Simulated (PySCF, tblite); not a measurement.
# C3H7NSSi2: geometry, infrared bands and NMR shifts

Aim: predict the infrared bands and NMR shifts of C3H7NSSi2 (`[SiH3][SiH2]c1cncs1`).

The runs use tblite 0.8.0 and PySCF 2.14.0, with density-fitted response routines of our own; the level of theory stands in each step. All values are computed, except where a source is named. Atoms count from 0, in the outputs and in this text.

### 1 The molecule as given

14 atoms, charge 0, multiplicity 1; geometry from: force field or distance geometry start.

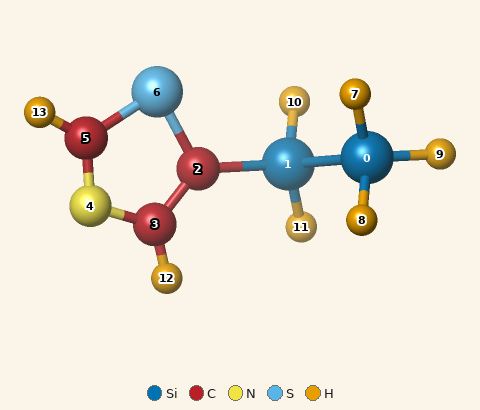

As it starts; silicon blue, carbon red, nitrogen yellow, sulfur blue, hydrogen amber, atoms numbered.

### 2 Optimising the geometry with GFN2-xTB

Job settings and geometry (Å):

```
{"job": {"kind": "relax", "xc": "GFN2-xTB", "basis": "xTB"}, "charge": 0, "multiplicity": 1}
Si    -2.302500     1.207600     0.103100
Si    -1.229300    -0.822300     0.051900
C      0.612400    -0.543400     0.153800
C      1.597300    -0.417600    -0.814900
N      2.873100    -0.201500    -0.322200
C      2.842200    -0.154700     0.980400
S      1.313200    -0.364600     1.711300
H     -2.013500     1.950600     1.369300
H     -1.881100     2.053900    -1.043200
H     -3.788700     1.016500     0.016300
H     -1.672900    -1.691500     1.189600
H     -1.537300    -1.546600    -1.204900
H      1.443300    -0.495600    -1.868300
H      3.743200     0.008600     1.571100
```

Run with:

```bash
> OMP_NUM_THREADS=1 python probes_run.py task.json out
```

The driver reads the jobs from task.json and runs them one after another.

What it wrote:

```text
step      E/eV     max force
  0    -532.93322    1.661
  1    -533.01665    0.581
  2    -533.03370    0.270
  3    -533.04481    0.303
  4    -533.05049    0.177
  5    -533.05459    0.143
  6    -533.05789    0.143
  7    -533.06131    0.223
  8    -533.06536    0.230
  9    -533.06840    0.169
 10    -533.07009    0.115
 11    -533.07120    0.088
 12    -533.07213    0.099
 13    -533.07291    0.101
 14    -533.07341    0.056
 15    -533.07374    0.047
 16    -533.07404    0.054
 17    -533.07437    0.062
 18    -533.07468    0.049
 19    -533.07494    0.053
 20    -533.07520    0.051
 21    -533.07548    0.049
 22    -533.07580    0.054
 23    -533.07614    0.062
 24    -533.07646    0.059
 25    -533.07670    0.039
 26    -533.07684    0.024
 27    -533.07691    0.026
 28    -533.07698    0.023
 29    -533.07705    0.024
 30    -533.07712    0.026
 31    -533.07718    0.021
 32    -533.07722    0.016
 33    -533.07725    0.011
 34    -533.07726    0.010
 35    -533.07728    0.012
 36    -533.07730    0.020
 37    -533.07733    0.027
 38    -533.07737    0.023
 39    -533.07740    0.013
 40    -533.07742    0.015
 41    -533.07744    0.019
 42    -533.07747    0.025
 43    -533.07751    0.026
 44    -533.07754    0.016
 45    -533.07755    0.010
```

It took 0.59 s on 1 thread of Arm Neoverse N1, shared host; peak memory 0.18 GiB.

The steps of the relaxation: (not every step is listed)

```
step  energy from step 0 (eV)  largest force (eV/Å)
   0                   0.0000                1.6611
   1                  -0.0834                0.5813
   2                  -0.1005                0.2704
   3                  -0.1116                0.3032
   4                  -0.1173                0.1767
   5                  -0.1214                0.1426
   6                  -0.1247                0.1428
   7                  -0.1281                0.2228
   8                  -0.1321                0.2297
  11                  -0.1380                0.0877
  14                  -0.1402                0.0557
  17                  -0.1412                0.0615
  20                  -0.1420                0.0510
  23                  -0.1429                0.0623
  26                  -0.1436                0.0238
  29                  -0.1438                0.0245
  32                  -0.1440                0.0156
  35                  -0.1441                0.0117
  38                  -0.1441                0.0227
  40                  -0.1442                0.0146
  41                  -0.1442                0.0185
  42                  -0.1442                0.0253
  43                  -0.1443                0.0257
  44                  -0.1443                0.0165
  45                  -0.1443                0.0100
```

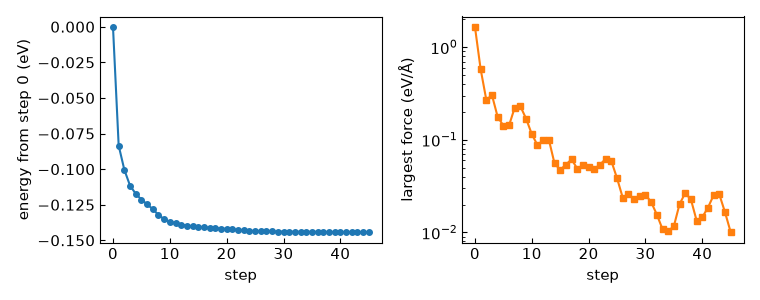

Energy and force, step by step.

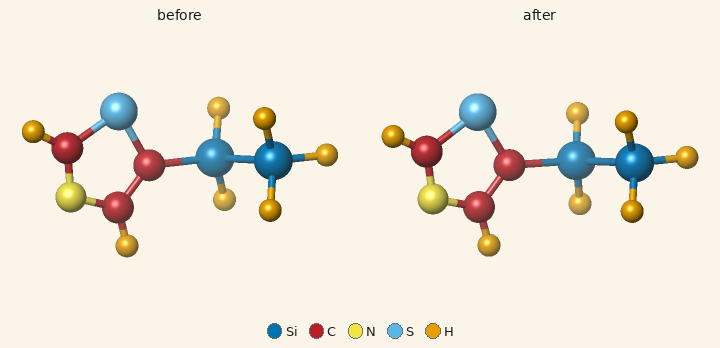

Before and after, at one scale.

Distances of close pairs at the start and the end, largest changes first:

```
   bond  before (Å)  after (Å)  change (Å)
 Si0–H9       1.501      1.465      -0.036
  C3–N4       1.385      1.351      -0.034
 Si0–H7       1.496      1.466      -0.031
Si1–H10       1.499      1.469      -0.030
  C5–S6       1.708      1.737      +0.029
  N4–C5       1.304      1.281      -0.023
  C2–C3       1.387      1.365      -0.022
 Si0–H8       1.486      1.466      -0.020
```

The next job starts from the end point, and lists it.

### 3 Vibrational analysis with GFN2-xTB

Job settings and geometry (Å):

```
{"job": {"kind": "ir", "xc": "GFN2-xTB", "basis": "xTB"}, "charge": 0, "multiplicity": 1}
Si    -2.321494     1.233566     0.102569
Si    -1.252491    -0.819582     0.033380
C      0.600338    -0.571388     0.210182
C      1.560380    -0.456196    -0.753406
N      2.819785    -0.220810    -0.325175
C      2.872564    -0.143603     0.952454
S      1.349629    -0.357963     1.759096
H     -2.043896     1.975485     1.335800
H     -1.917936     2.097943    -1.010755
H     -3.773689     1.063057     0.018904
H     -1.639028    -1.747272     1.104267
H     -1.403551    -1.544578    -1.235372
H      1.379069    -0.544095    -1.809247
H      3.769642     0.034963     1.510511
```

What it wrote:

```text
mode    cm-1     km/mol
  1      19.7      0.07
  2      39.5      0.01
  3      63.0      0.47
  4     163.3      0.16
  5     187.1      3.85
  6     356.7     51.99
  7     376.7     30.37
  8     444.3     10.82
  9     464.3      5.23
 10     473.0      1.39
 11     477.3      1.21
 12     579.4     11.88
 13     586.7      4.38
 14     647.7    140.93
 15     680.4    572.47
 16     728.2     17.10
 17     766.8     19.06
 18     774.1    427.45
 19     804.6    124.00
 20     807.5    112.95
 21     812.8    130.87
 22     823.1      3.22
 23     838.8     63.96
 24    1019.7     17.84
 25    1108.4      0.81
 26    1144.0     12.14
 27    1289.1     19.74
 28    1432.4     19.52
 29    1524.0    128.22
 30    2199.7    186.69
 31    2209.3     72.41
 32    2235.0    481.11
 33    2239.4    297.07
 34    2246.2    307.64
 35    3132.6     16.33
 36    3162.5      3.71
```

Wall time 0.95 s (1 thread of Arm Neoverse N1, shared host); peak memory 0.18 GiB.

Which atoms move in the most intense modes:

```
cm⁻¹  km/mol                                  atoms
 648   140.9             S6 34 %, H10 25 %, C3 12 %
 680   572.5  H11 31 %, H10 22 %, Si1 14 %, S6 11 %
 774   427.4   H11 22 %, H10 21 %, H8 17 %, H7 17 %
 813   130.9              H7 51 %, H8 36 %, H9 10 %
2200   186.7                     H11 59 %, H10 30 %
2235   481.1                       H8 75 %, H7 13 %
2239   297.1                       H7 77 %, H8 13 %
2246   307.6                                H9 96 %
```

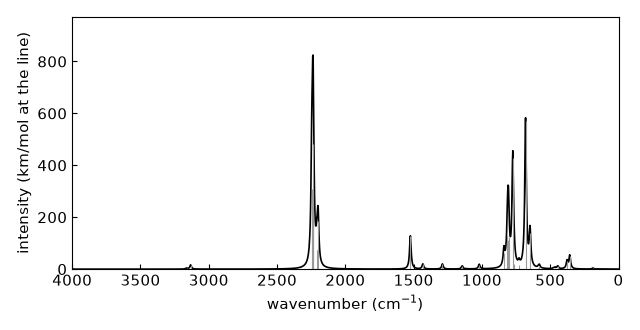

The infrared spectrum from these modes, unscaled. Lines are broadened to a width of 14 cm⁻¹ (Lorentzian).

### 4 Nuclear shieldings: PBE0/pcSseg-1

Same as in step 3 but for these lines:

```diff
@@ -1,2 +1,2 @@
-{"job": {"kind": "ir", "xc": "GFN2-xTB", "basis": "xTB"}, "charge": 0, "multiplicity": 1}
+{"job": {"kind": "nmr", "xc": "PBE0", "basis": "pcSseg-1"}, "charge": 0, "multiplicity": 1}
 Si    -2.321494     1.233566     0.102569
```

Method: GIAO PBE0/pcSseg-1 NMR shielding, non-relativistic, gas phase.

What it wrote:

```text
coarse grid: 13536 points
cycle   1  E = -1149.7261965626  dE =  9.564e-01  |g| = 3.277e-01  |ddm| = 3.671e+00
cycle   2  E = -1149.6789323887  dE =  4.726e-02  |g| = 5.501e-01  |ddm| = 9.038e-01
cycle   3  E = -1149.7527165876  dE = -7.378e-02  |g| = 7.481e-02  |ddm| = 6.250e-01
cycle   4  E = -1149.7539106188  dE = -1.194e-03  |g| = 3.096e-02  |ddm| = 1.021e-01
cycle   5  E = -1149.7541159016  dE = -2.053e-04  |g| = 1.253e-02  |ddm| = 3.763e-02
cycle   6  E = -1149.7541519772  dE = -3.608e-05  |g| = 4.486e-03  |ddm| = 1.628e-02
cycle   7  E = -1149.7541574772  dE = -5.500e-06  |g| = 1.068e-03  |ddm| = 5.629e-03
final grid: 117824 points
cycle   8  E = -1149.7954806514  dE = -1.223e-05  |g| = 9.315e-03  |ddm| = 2.502e-02
cycle   9  E = -1149.7954354473  dE =  4.520e-05  |g| = 1.576e-02  |ddm| = 2.597e-02
cycle  10  E = -1149.7955016844  dE = -6.624e-05  |g| = 2.051e-03  |ddm| = 1.881e-02
cycle  11  E = -1149.7955027248  dE = -1.040e-06  |g| = 4.077e-04  |ddm| = 2.217e-03
cycle  12  E = -1149.7955027632  dE = -3.838e-08  |g| = 8.337e-05  |ddm| = 4.784e-04
cycle  13  E = -1149.7955027643  dE = -1.104e-09  |g| = 5.639e-05  |ddm| = 1.367e-04
cycle  14  E = -1149.7955027652  dE = -8.531e-10  |g| = 1.073e-05  |ddm| = 6.150e-05
converged SCF energy = -1149.7955027652

GIAO shielding tensors (ppm)
atom      isotropic    diamagn.    paramagn.     s11        s22        s33       span
  0 Si     462.675     879.882    -417.207    447.426    460.971    479.629     32.203
  1 Si     433.306     881.247    -447.941    409.547    425.892    464.480     54.934
  2 C       55.378     264.880    -209.503    -21.723     36.123    151.733    173.456
  3 C       32.009     251.019    -219.010    -49.117     41.408    103.737    152.854
  4 N      -93.721     332.737    -426.458   -389.821   -118.274    226.931    616.752
  5 C       23.232     262.059    -238.827    -56.492     21.564    104.623    161.116
  6 S      191.587    1058.199    -866.612    -44.218    256.719    362.261    406.479
  7 H       28.216      29.050      -0.834     24.322     27.164     33.162      8.840
  8 H       28.250      29.244      -0.993     24.650     26.620     33.481      8.831
  9 H       28.242      28.312      -0.070     24.917     25.315     34.494      9.577
 10 H       26.873      28.968      -2.095     22.644     25.963     32.011      9.367
 11 H       26.842      29.531      -2.689     22.825     25.642     32.058      9.233
 12 H       23.608      32.118      -8.510     19.580     22.389     28.855      9.274
 13 H       23.086      29.835      -6.749     19.853     21.344     28.062      8.209
```

Run time: 61 s. Hardware: 1 thread of Arm Neoverse N1, shared host; peak memory 0.84 GiB.

The references, computed at this level on geometries of the same kind, shield at (ppm): 1H TMS 31.72, 13C TMS 186.9, 29Si TMS 349.2, 15N NH3 267.7, 33S CS2 504. Their shielding less the atom's gives the shift. The references are single molecules in the gas phase, so shifts against H2O, NH3, PH3, H3PO4 or CFCl3 are not on the usual liquid scales and can be off by tens of ppm. Atoms listed in one row are averaged.

```
     atoms                                              environment  σ (ppm)  δ (ppm)  δ scaled to CDCl3
        C5                 aromatic CH between two ring heteroatoms     23.2    163.7              153.4
        C3                      aromatic CH next to a ring nitrogen     32.0    154.9              149.3
        C2      substituted aromatic carbon next to the ring sulfur     55.4    131.5              122.1
       H13  hydrogen on an aromatic CH between two ring heteroatoms    23.09     8.63               8.24
       H12       hydrogen on an aromatic CH next to a ring nitrogen    23.61     8.11               7.75
  H10, H11                    hydrogen on a silicon bonded to C, Si    26.86     4.86                  –
H7, H8, H9                       hydrogen on a silicon bonded to Si    28.24     3.48                  –
       Si1                             silicon bonded to C, Si, 2 H    433.3    -84.1                  –
       Si0                                silicon bonded to Si, 3 H    462.7   -113.5                  –
        N4                       pyridine-type nitrogen of an azole    -93.7    361.5                  –
        S6                                     aromatic ring sulfur      192      312                  –
```

The scaled column applies a straight-line fit of computed shieldings to shifts measured in CDCl3, with any fitted terms for Cl, Br or S neighbours (root-mean-square error 0.16 ppm for H, 1.9 ppm for C).

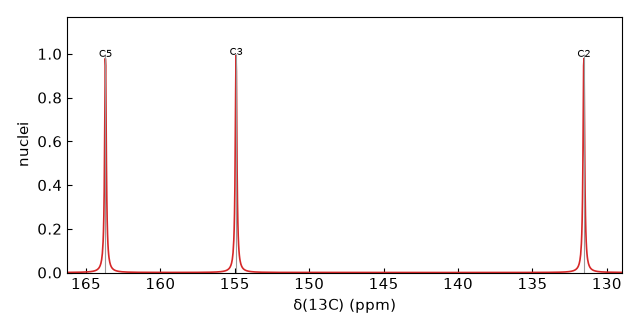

13C lines at the computed shifts, without couplings. Lines are broadened to a width of 0.13 ppm (Lorentzian).

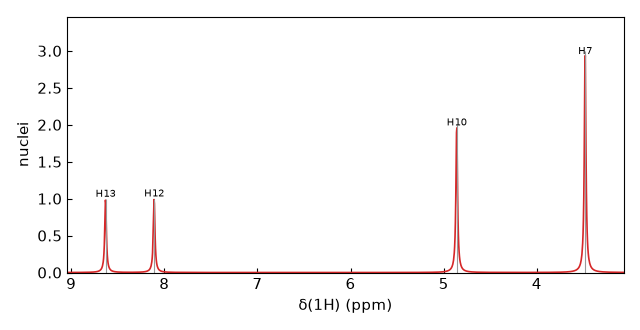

1H lines at the computed shifts, without couplings. Lines are broadened to a width of 0.02 ppm (Lorentzian).

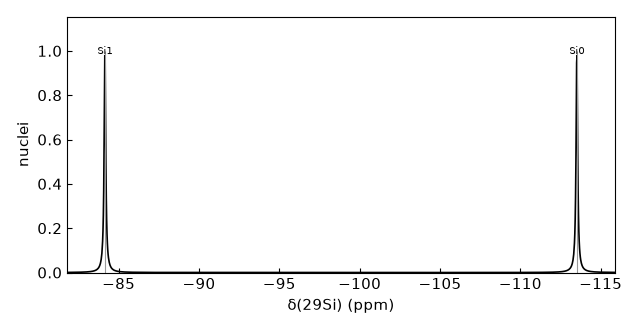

29Si lines at the computed shifts, without couplings. Lines are broadened to a width of 0.12 ppm (Lorentzian).

Charges from the same density, by scheme (e):

```
atoms  Mulliken    IAO  Hirshfeld  ESP fit
  Si0      0.21   0.29       0.22     0.24
  Si1      0.42   0.46       0.24     0.23
   C2     -0.64  -0.45      -0.13    -0.27
   C3      0.19  -0.06      -0.02     0.28
   N4     -0.36  -0.27      -0.17    -0.53
   C5     -0.02  -0.15       0.00     0.16
   S6      0.23   0.30       0.11    -0.01
```

Hirshfeld charges:

Si0 0.22; Si1 0.24; C2 -0.13; C3 -0.02; N4 -0.17; C5 0.00; S6 0.11; H7 -0.07; H8 -0.07; H9 -0.07; H10 -0.07; H11 -0.07; H12 0.06; H13 0.06

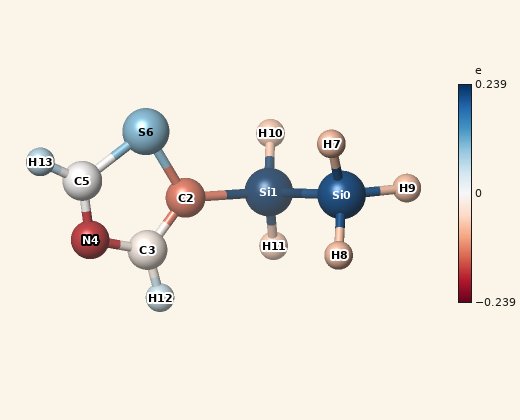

Hirshfeld charges, as colours on the atoms.

Mayer bond orders: Si0–Si1 0.91, Si1–C2 0.80, C2–C3 1.56, C3–N4 1.31, N4–C5 1.67, C5–S6 1.15, S6–C2 1.18.

Ring of atoms C2, C3, N4, C5, S6: NICS(0) -12.9, NICS(1) -12.4, NICS(1)zz -29.8 ppm (means of both faces).

Orbitals, density, ELF and potential are computed afterwards from the orbital file.

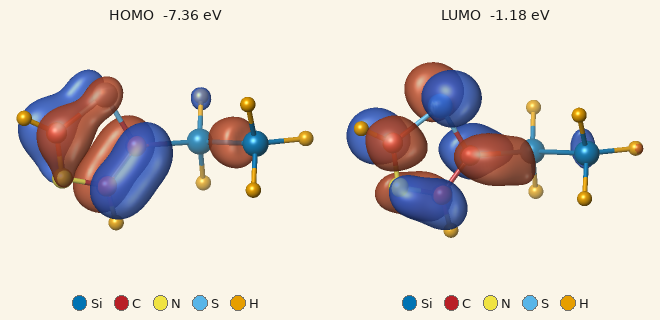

Frontier orbitals at PBE0/pcSseg-1; each surface holds 70 % of the orbital's density, blue and red mark the sign.

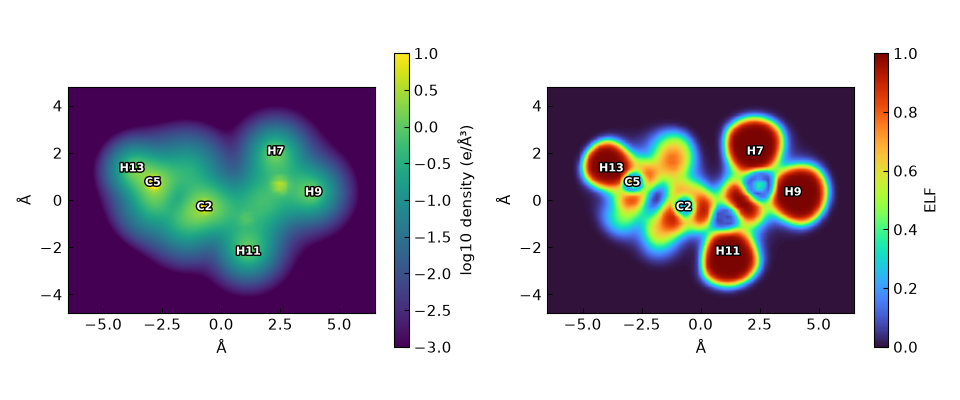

Density (left) and ELF (right) in a plane through or near 6 of the atoms.

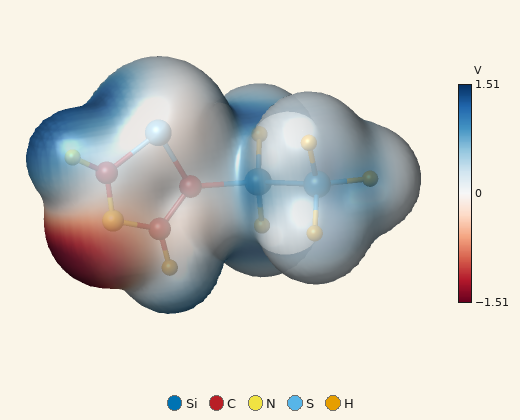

The potential that a unit positive charge feels on the 0.002 e/bohr³ surface, from -1.51 V near N4 to 1.29 V near H13.

### 5 Outcome

```
                                                              quantity                       value
                             strongest single infrared mode (GFN2-xTB)        680 cm⁻¹, 572 km/mol
                                          zero-point energy (GFN2-xTB)               52.7 kcal/mol
                                13C shifts against TMS (PBE0/pcSseg-1)     163.7, 154.9, 131.5 ppm
1H shifts against TMS (PBE0/pcSseg-1, means over atoms taken as alike)  8.63, 8.11, 4.86, 3.48 ppm
                               29Si shifts against TMS (PBE0/pcSseg-1)           -84.1, -113.5 ppm
                                15N shifts against NH3 (PBE0/pcSseg-1)                   361.5 ppm
                                33S shifts against CS2 (PBE0/pcSseg-1)                     312 ppm
                                 surface potential, least and greatest          -1.51 V and 1.29 V
```

**Reading.** The optimisation took 45 steps and gained 0.144 eV; among the close pairs (by a distance rule), Si0–H9 changed most, from 1.501 to 1.465 Å. No mode is imaginary among the 36: a minimum at this level. The strongest single mode, at 680 cm⁻¹, is carried by H11, H10, Si1, S6. Unscaled tight-binding wavenumbers are off by several per cent, some by more. Its intensities can rank the bands wrongly. At PBE0/pcSseg-1: The widest tensor belongs to N4: span 617 ppm, with a paramagnetic part of -426 ppm. NICS(1)zz of -30 ppm above the planar ring from C2 marks a diatropic (aromatic) ring current. By nearest atom (PBE0/pcSseg-1), the HOMO sits on C2, C3 about 25 % each; C5 20 % and the LUMO on C2, C5 about 21 % each; S6 19 %.
